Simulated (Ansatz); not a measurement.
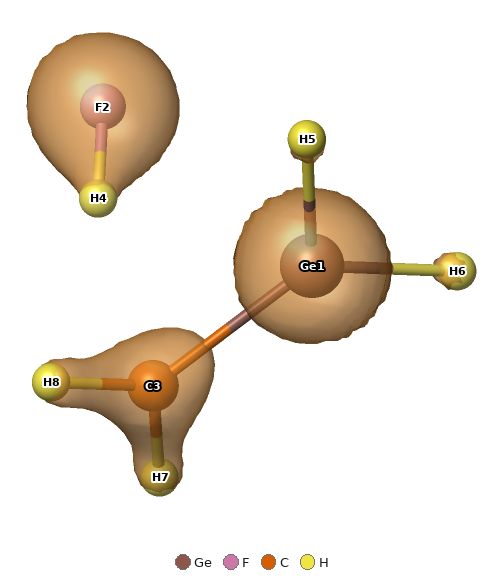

The picture shows: CH4Ge···HF. Isosurface of the electron density at 1.5 e/Å³ (orange), seen at a tilt.

Method: Ansatz 0.2.0, RKS BHLYP-D4/def2-SVP.

Input

```
crystal:
  periodic: [false, false, false]
  atoms:
    - { symbol: Ge, position_ang: [-0.991496, 0.273847, 0.287244] }
    - { symbol: F, position_ang: [1.416015, -1.335403, 1.309845] }
    - { symbol: C, position_ang: [0.182818, 0.480054, -1.018848] }
    - { symbol: H, position_ang: [1.353786, -0.879121, 0.525967] }
    - { symbol: H, position_ang: [-1.044817, 1.199224, 1.489644] }
    - { symbol: H, position_ang: [-1.957337, -0.896347, 0.338467] }
    - { symbol: H, position_ang: [0.190974, -0.177893, -1.882222] }
    - { symbol: H, position_ang: [0.850057, 1.335739, -1.049996] }
basis:
  gaussian: { orbitals: def2-SVP }
hamiltonian:
  xc: { name: BHLYP }
  dispersion: d4
relax:
  f_tol: 0.03
  max_steps: 50
output:
  orbitals: {}
```

Run with:

```sh
ansatz run input.yaml --threads 2 --pin off --max-ram 3072MiB --backend cpu --events-out ev --progress --plain --runs-dir out
```

The fields are those of the relaxed geometry.

> How is the density connected at this value?

At this value the surface falls into five separate pieces. It bridges the shortest F–H (0.93 Å) and C–H (1.09 Å) contacts, where the density stays above the isovalue. It is pinched off along the shortest C···H (2.17 Å) and C–Ge (1.77 Å) contacts. On the grid the lowest density along these lines, outside the cores, is 0.15 e/Å³ (C···H, 2.17 Å), 1.1 e/Å³ (C–Ge, 1.77 Å), 2.3 e/Å³ (F–H, 0.93 Å) and 1.9 e/Å³ (C–H, 1.09 Å).
